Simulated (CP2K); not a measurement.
**BLYP-D3(BJ)/DZVP-MOLOPT-SR-GTH (core potential) run of WCl4O (SMILES O=[W](Cl)(Cl)(Cl)Cl)**

Aim: the energy change on altering one bond length of WCl4O at BLYP-D3(BJ)/DZVP-MOLOPT-SR-GTH (core potential), from 2 runs. 

The calculation is run with CP2K 2026.2.

1 further run of the same task is left out (it didn't finish).

**1. Starting point**

WCl4O has 6 atoms, charge 0, and is taken as a singlet. As SMILES, `O=[W](Cl)(Cl)(Cl)Cl`. Geometry: relaxed at PBE0-D4/def2-TZVP.

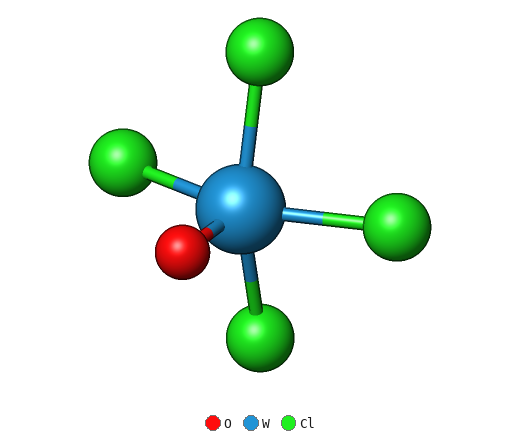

Viewed from a chosen angle; oxygen red, tungsten blue, chlorine green.

**2. A single-point energy at BLYP-D3(BJ)/DZVP-MOLOPT-SR-GTH (core potential)**

Contents of calc.inp:

```
&GLOBAL
 PROJECT_NAME calc
 RUN_TYPE ENERGY
 PRINT_LEVEL MEDIUM
&END GLOBAL
&FORCE_EVAL
 METHOD QS
 &DFT
  BASIS_SET_FILE_NAME BASIS_MOLOPT
  POTENTIAL_FILE_NAME GTH_POTENTIALS
  &QS
   METHOD GPW
   EPS_DEFAULT 1.0E-10
  &END QS
  &MGRID
   CUTOFF 400
   REL_CUTOFF 50
   NGRIDS 4
  &END MGRID
  &POISSON
   PERIODIC NONE
   POISSON_SOLVER MULTIPOLE
  &END POISSON
  &SCF
   SCF_GUESS ATOMIC
   EPS_SCF 1.0E-06
   MAX_SCF 50
   &OT
    MINIMIZER DIIS
    PRECONDITIONER FULL_ALL
   &END OT
   &OUTER_SCF
    EPS_SCF 1.0E-06
    MAX_SCF 8
   &END OUTER_SCF
  &END SCF
  &XC
   &XC_FUNCTIONAL BLYP
   &END XC_FUNCTIONAL
   &VDW_POTENTIAL
    POTENTIAL_TYPE PAIR_POTENTIAL
    &PAIR_POTENTIAL
     TYPE DFTD3(BJ)
     PARAMETER_FILE_NAME dftd3.dat
     REFERENCE_FUNCTIONAL BLYP
     R_CUTOFF 15
    &END PAIR_POTENTIAL
   &END VDW_POTENTIAL
  &END XC
  &PRINT
   &MOMENTS
    PERIODIC F
    REFERENCE COM
    MAX_MOMENT 1
   &END MOMENTS
   &MO_CUBES
    NLUMO 3
    NHOMO -1
    WRITE_CUBE F
   &END MO_CUBES
   &HIRSHFELD OFF
   &END HIRSHFELD
  &END PRINT
 &END DFT
 &SUBSYS
  &CELL
   ABC 10.8 9.4 10.8
   PERIODIC NONE
  &END CELL
  &COORD
   O     -0.010050    -1.747150     0.186510
   W     -0.000510    -0.089070     0.009510
   Cl     1.915280     0.567920     1.072290
   Cl    -1.910010     0.350500    -1.170330
   Cl     1.129180     0.249450    -1.950250
   Cl    -1.123900     0.668360     1.852270
  &END COORD
  &TOPOLOGY
   &CENTER_COORDINATES
   &END CENTER_COORDINATES
  &END TOPOLOGY
  &KIND O
   BASIS_SET DZVP-MOLOPT-SR-GTH-q6
   POTENTIAL GTH-BLYP-q6
  &END KIND
  &KIND W
   BASIS_SET DZVP-MOLOPT-SR-GTH-q14
   POTENTIAL GTH-BLYP-q14
  &END KIND
  &KIND Cl
   BASIS_SET DZVP-MOLOPT-SR-GTH-q7
   POTENTIAL GTH-BLYP-q7
  &END KIND
 &END SUBSYS
&END FORCE_EVAL
```

Run with:

```console
OMP_NUM_THREADS=1 cp2k.psmp calc.inp > calc.out
```

Output:

```text
CP2K| version string:                                       CP2K version 2026.2
[...]
 GLOBAL| Method name                                                        CP2K
[...]
 GLOBAL| Run type                                                         ENERGY
[...]
 DFT| Spin restricted Kohn-Sham (RKS) calculation                            RKS
 DFT| Multiplicity                                                             1
[...]
 DFT| Charge                                                                   0
[...]
 FUNCTIONAL| BECKE88:
 FUNCTIONAL| LYP:
[...]
 QS| Method:                                                                 GPW
[...]
 QS| Density cutoff [a.u.]:                                                200.0
[...]
 QS| Relative density cutoff [a.u.]:                                        25.0
[...]
                             - Atoms:                                          6
[...]
                             - Spherical basis functions:                     91
[...]
 Number of electrons:                                                         48
[...]
     1 OT DIIS     0.15E+00    3.8     0.12160846      -140.9693864781 -1.41E+02
[...]
    48 OT DIIS     0.15E+00    5.3     0.00000088      -143.9841524509 -5.92E-10
  *** SCF run converged in    48 steps ***
[...]
  Overlap energy of the core charge distribution:               0.00000278317293
  Self energy of the core charge distribution:               -278.96470094467918
  Core Hamiltonian energy:                                     64.98855833928434
  Hartree energy:                                              92.53794031058160
  Exchange-correlation energy:                                -22.51953052836863
  Dispersion energy:                                           -0.02642241086106
  Total energy:                                              -143.98415245086997
[...]
                     Mulliken Population Analysis
 #  Atom  Element  Kind  Atomic population                           Net charge
       1     O        1          6.132619                             -0.132619
       2     W        2         13.440049                              0.559951
       3     Cl       3          7.106947                             -0.106947
       4     Cl       3          7.106690                             -0.106690
       5     Cl       3          7.106616                             -0.106616
       6     Cl       3          7.107080                             -0.107080
 # Total charge                             48.000000                  0.000000
[...]
  Dipole moment [Debye]
    X=  0.5051786E-02 Y=  0.8046422E+00 Z= -0.9422822E-01  Total=      0.8101564
[...]
 HOMO - LUMO gap [eV] :    2.263429
 ENERGY| Total FORCE_EVAL ( QS ) energy [hartree]           -143.984152450869971
[...]
```

Wall time 4 min (1 thread of Intel Xeon at 2.70GHz, shared host); peak memory 0.95 GiB.

**3. The distorted shape, same level**

Contents of molecule.xyz:

```xyz
6

O     -0.011481    -1.995905     0.213065
W     -0.000510    -0.089070     0.009510
Cl     1.915280     0.567920     1.072290
Cl    -1.910010     0.350500    -1.170330
Cl     1.129180     0.249450    -1.950250
Cl    -1.123900     0.668360     1.852270
```

Contents of run.inp:

```
&force_eval
    method Quickstep
    &dft
        basis_set_file_name BASIS_MOLOPT
        potential_file_name GTH_POTENTIALS
        &qs
            method GPW
            eps_default 1.0E-10
        &end qs
        &mgrid
            cutoff 400
            rel_cutoff 50
            ngrids 4
        &end mgrid
        &poisson
            periodic NONE
            poisson_solver MULTIPOLE
        &end poisson
        &scf
            scf_guess ATOMIC
            eps_scf 1.0E-06
            max_scf 30
            &ot
                minimizer DIIS
                preconditioner FULL_ALL
            &end ot
            &outer_scf
                eps_scf 1.0E-06
                max_scf 5
            &end outer_scf
        &end scf
        &xc
            &xc_functional BLYP
            &end xc_functional
            &vdw_potential
                potential_type PAIR_POTENTIAL
                &pair_potential
                    type DFTD3(BJ)
                    parameter_file_name dftd3.dat
                    reference_functional BLYP
                    r_cutoff 15
                &end pair_potential
            &end vdw_potential
        &end xc
        &print
            &moments
                periodic F
                reference COM
                max_moment 1
            &end moments
            &mo_cubes
                nlumo 5
                nhomo -1
                write_cube F
            &end mo_cubes
            &hirshfeld OFF
            &end hirshfeld
        &end print
    &end dft
    &subsys
        &cell
            abc 10.8 9.7 10.8
            periodic NONE
        &end cell
        &topology
            coord_file_name molecule.xyz
            coord_file_format XYZ
            &center_coordinates
            &end center_coordinates
        &end topology
        &kind O
            basis_set DZVP-MOLOPT-SR-GTH-q6
            potential GTH-BLYP-q6
        &end kind
        &kind W
            basis_set DZVP-MOLOPT-SR-GTH-q14
            potential GTH-BLYP-q14
        &end kind
        &kind Cl
            basis_set DZVP-MOLOPT-SR-GTH-q7
            potential GTH-BLYP-q7
        &end kind
    &end subsys
&end force_eval

&global
    project_name run
    run_type ENERGY
    print_level MEDIUM
&end global
```

Run with:

```console
OMP_NUM_THREADS=1 cp2k.psmp -i run.inp > run.out 2>&1
```

Output, shortened:

```text
CP2K| version string:                                       CP2K version 2026.2
[...]
 GLOBAL| Method name                                                        CP2K
[...]
 GLOBAL| Run type                                                         ENERGY
[...]
 DFT| Spin restricted Kohn-Sham (RKS) calculation                            RKS
 DFT| Multiplicity                                                             1
[...]
 DFT| Charge                                                                   0
[...]
 FUNCTIONAL| BECKE88:
 FUNCTIONAL| LYP:
[...]
 QS| Method:                                                                 GPW
[...]
 QS| Density cutoff [a.u.]:                                                200.0
[...]
 QS| Relative density cutoff [a.u.]:                                        25.0
[...]
                             - Atoms:                                          6
[...]
                             - Spherical basis functions:                     91
[...]
 Number of electrons:                                                         48
[...]
     1 OT DIIS     0.15E+00    2.2     0.12867301      -140.8962845530 -1.41E+02
[...]
    19 OT DIIS     0.15E+00    2.5     0.00000058      -143.9510961065 -3.46E-10
  *** SCF run converged in    19 steps ***
[...]
  Overlap energy of the core charge distribution:               0.00000003855626
  Self energy of the core charge distribution:               -278.96470094467918
  Core Hamiltonian energy:                                     64.49846346073916
  Hartree energy:                                              92.92654037365776
  Exchange-correlation energy:                                -22.38543346689807
  Dispersion energy:                                           -0.02596556789122
  Total energy:                                              -143.95109610651528
[...]
                     Mulliken Population Analysis
 #  Atom  Element  Kind  Atomic population                           Net charge
       1     O        1          6.302594                             -0.302594
       2     W        2         13.351726                              0.648274
       3     Cl       3          7.086509                             -0.086509
[...]
  Dipole moment [Debye]
    X=  0.1168033E-01 Y=  0.1959991E+01 Z= -0.2177968E+00  Total=      1.9720897
[...]
 HOMO - LUMO gap [eV] :    2.296337
 ENERGY| Total FORCE_EVAL ( QS ) energy [hartree]           -143.951096106515280
[...]
```

It took 2.4 min on 1 thread of Intel Xeon at 2.70GHz, shared host; peak memory 0.96 GiB.

**4. What came out**

At BLYP-D3(BJ)/DZVP-MOLOPT-SR-GTH (core potential):

```
                                                         quantity          value
                                        first shape: total energy  -143.98415 Eh
                                       first shape: dipole moment         0.81 D
                                         first shape: HOMO energy       -7.31 eV
                                         first shape: LUMO energy       -5.04 eV
                                       first shape: HOMO–LUMO gap        2.26 eV
                                   first shape: dispersion energy  -69.37 kJ/mol
                                    distorted shape: total energy  -143.95110 Eh
                                   distorted shape: dipole moment         1.97 D
                                     distorted shape: HOMO energy       -7.49 eV
                                     distorted shape: LUMO energy       -5.19 eV
                                   distorted shape: HOMO–LUMO gap        2.30 eV
                               distorted shape: dispersion energy  -68.17 kJ/mol
energy change with the O1–W2 bond stretched from 1.668 to 1.918 Å       0.900 eV
```

In words: With the O1–W2 bond stretched from 1.668 to 1.918 Å the energy rises by 0.90 eV (86.8 kJ/mol). The first shape isn't relaxed at this level, so the change isn't measured from a minimum.
